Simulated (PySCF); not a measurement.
Frequency calculation, with input and output: CoH2O2

System: CoH2O2, multiplicity 4.
Method: UKS-based PBE0, Co def2-SVP, O def2-SVP, H def2-SVP; non-relativistic Hamiltonian; density fitting (PySCF 2.14.0).

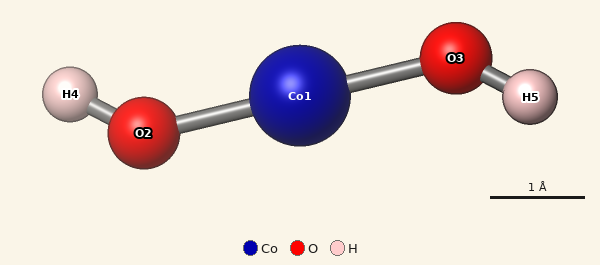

Fig. 1: The structure (ball-and-stick view, seen at a tilt; atoms are numbered from 1 in the order of the input). Sticks mark near contacts.

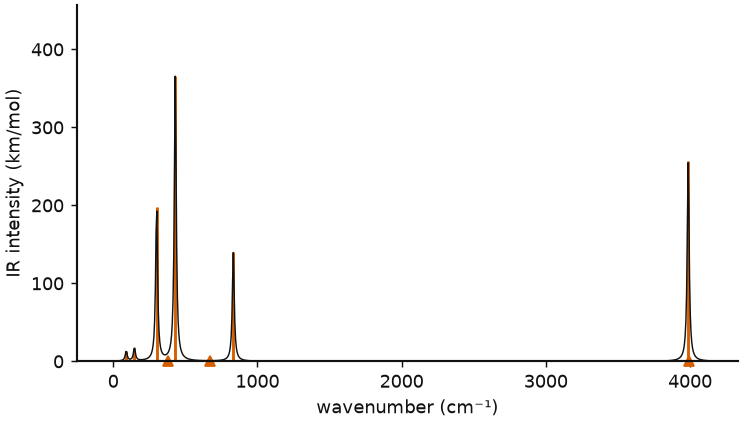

Fig. 2: Harmonic infrared spectrum, unscaled: sticks (degenerate modes added up, dark ones marked on the axis) with a Lorentzian envelope of 16 cm⁻¹ full width, scaled to the tallest stick. 9 modes from 90 to 3989 cm⁻¹, none imaginary. The strongest line is at 430 cm⁻¹ (366 km/mol). All modes, in cm⁻¹ (km/mol): 90 (12.7), 147 (17.1), 301 (198), 381 (0.0), 430 (366), 674 (0.0), 833 (140), 3987 (257), 3989 (0.0).

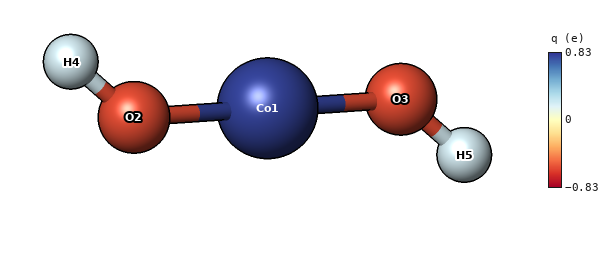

Fig. 3: Mulliken charges, as the colour of each atom (ball-and-stick view, seen at a tilt; atoms are numbered from 1 in the order of the input). By element: Co +0.79, O −0.58 and H +0.19 e.

These pictures come from the run below.

The input
```python
from pyscf import gto, scf, dft
mol = gto.M(atom='''
Co     0.000000     0.000000     0.000000
O     -0.050414     0.000000     1.732868
O      0.050414     0.000000    -1.732868
H     -0.717565     0.000000     2.419499
H      0.717565     0.000000    -2.419499''',
    basis={'Co': 'def2-SVP', 'O': 'def2-SVP', 'H': 'def2-SVP'},
    charge=0, spin=3)
mf = dft.UKS(mol, xc='PBE0')
mf.grids.atom_grid = (75, 302)
aux = {'Co': 'def2-universal-JKFIT', 'O': 'def2-universal-JKFIT', 'H': 'def2-universal-JKFIT'}
mf = mf.density_fit(auxbasis=aux)
mf.conv_tol = 1e-09
mf.diis_space = 10
mf.max_cycle = 60
mf.verbose = 4
mf.kernel()
```

The script is an equivalent of the set-up of the self-consistent field. The run itself was carried out by a driver, which started from the orbitals of the step before it where there was one and computed the further properties.

Run as:
```bash
OMP_NUM_THREADS=2 python axn.py task.json out
```

The program's output
```
init E= -1533.74857915637
  alpha nocc = 24  HOMO = -0.27222581830578  LUMO = 0.0193017113501028
  beta  nocc = 21  HOMO = -0.261803296367015  LUMO = -0.0695244225518508
  HOMO = -0.261803296367  LUMO = -0.0695244225519  gap/eV = 5.23217
cycle= 1 E= -1533.74857915637  delta_E= -4.55e-13  |g|= 5.52e-06  |ddm|= 8.05e-06
  alpha nocc = 24  HOMO = -0.272226066775697  LUMO = 0.0193008389795937
  beta  nocc = 21  HOMO = -0.261805803479824  LUMO = -0.0695267394557071
  HOMO = -0.26180580348  LUMO = -0.0695267394557  gap/eV = 5.23218
Extra cycle  E= -1533.74857915632  delta_E= 5.18e-11  |g|= 1.28e-05  |ddm|= 1.24e-05
converged SCF energy = -1533.74857915632  <S^2> = 3.7607285  2S+1 = 4.0053606
```

Key numbers

| quantity | value |
| --- | --- |
| outcome | converged |
| total energy | −1533.748579 hartree |
| ⟨S²⟩ | 3.761 |
| zero-point energy | 0.024677 hartree |
| dipole moment | 0.00 D |
| wavenumbers, lowest and highest | 90 and 3989 cm⁻¹ |
| hardware | 2 threads of Intel Xeon (Granite Rapids), 64 GiB of memory available, shared host |
| wall time | 55 s (CPU time 1.8 min) |
| peak memory | 0.99 GiB |
